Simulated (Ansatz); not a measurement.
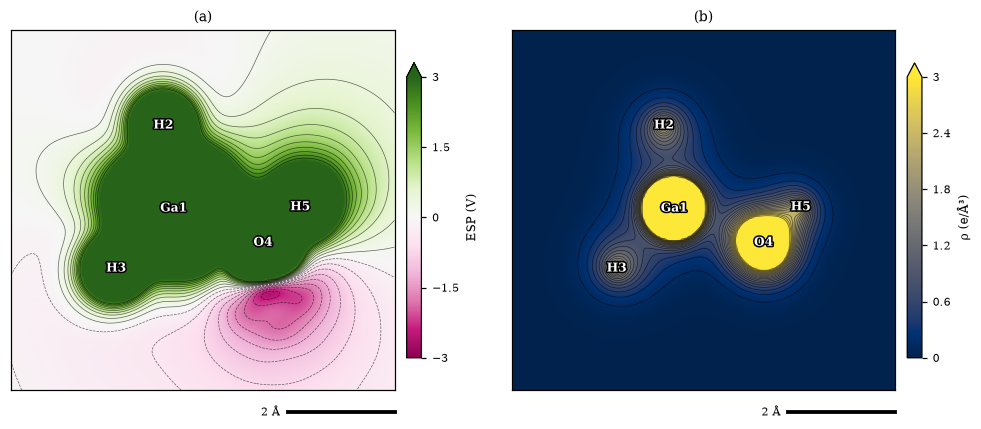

*GaH3O. (a) molecular electrostatic potential; (b) electron density on the molecular plane.*

These are results of Ansatz, RKS B3LYP-D4/def2-SVP, not measurements.

Input file:

```
crystal:
  periodic: [false, false, false]
  atoms:
    - { symbol: Ga, position_ang: [0.202526, -0.105951, 0.063048] }
    - { symbol: H, position_ang: [0.68784, -0.131028, 1.530729] }
    - { symbol: H, position_ang: [1.707063, 0.201947, -0.090991] }
    - { symbol: O, position_ang: [-1.236483, -0.307089, -0.950088] }
    - { symbol: H, position_ang: [-2.032646, -0.504578, -0.437697] }
basis:
  gaussian: { orbitals: def2-SVP }
hamiltonian:
  xc: b3lyp
  dispersion: d4
relax:
  f_tol: 0.03
  max_steps: 50
output:
  orbitals: {}
```

Command:

```sh
ansatz run input.yaml --threads 1 --pin off --max-ram 2048MiB --backend cpu --events-out ev --progress --plain --runs-dir out
```

The fields are those of the run's last geometry, not of the input's.

What do the fields say about this system?

Answer. The section cuts through Ga, H and O sites.
Ga–O (1.79 Å): ρ at the midpoint is about 0.85 e/Å³.
O–H (0.97 Å): ρ at the midpoint is about 3.6 e/Å³.
Ga–H (1.56 Å): ρ is about 0.97 e/Å³ halfway.
Outside the dense part of the molecule the potential is most negative (−2.2 V) near O4.
